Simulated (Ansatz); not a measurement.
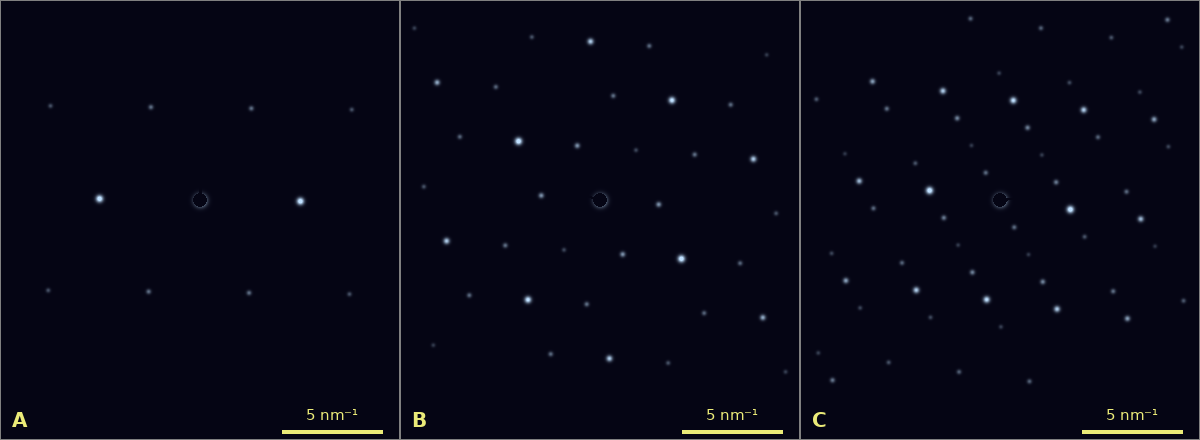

The patterns are kinematic simulations for 200 kV electrons (no multiple scattering; isotropic B = 0.5 Å²).

All three come from MgCdSe2, space group R-3m (No. 166), a = 3.98 Å, c = 19.50 Å (hexagonal axes). Structure: the end point of a relaxation with Ansatz 0.2.0, DFT PBE, scalar-relativistic, plane waves, PAW; the starting structure was generated, so it need not be a known form of this composition.

```
Mg Cd Se
1.0
     3.98324    0.00000    0.00000
    -1.99162    3.44958    0.00000
     0.00000    0.00000   19.49773
Mg Cd Se
3 3 6
Direct
  0.66667 0.33333 0.83333
  0.33333 0.66667 0.16667
  0.00000 0.00000 0.50000
  0.00000 0.00000 0.00000
  0.66667 0.33333 0.33333
  0.33333 0.66667 0.66667
  0.33333 0.66667 0.91319
  0.00000 0.00000 0.75347
  0.00000 0.00000 0.24653
  0.66667 0.33333 0.08681
  0.66667 0.33333 0.57986
  0.33333 0.66667 0.42014
```

Assign the zone axes [100], [121], [211] to A, B and C.

A is [121]: centred rectangular net of 2 -1 0 at d = 1.99 Å and 1 1 -3 at d = 1.90 Å, at 61.4°. B is [211]: centred rectangular net of 0 1 -1 at d = 3.40 Å and -1 1 1 at d = 3.40 Å, at 63.0°. C is [100]: oblique net of 0 0 3 at d = 6.50 Å and 0 -1 1 at d = 3.40 Å, at 80.0°.
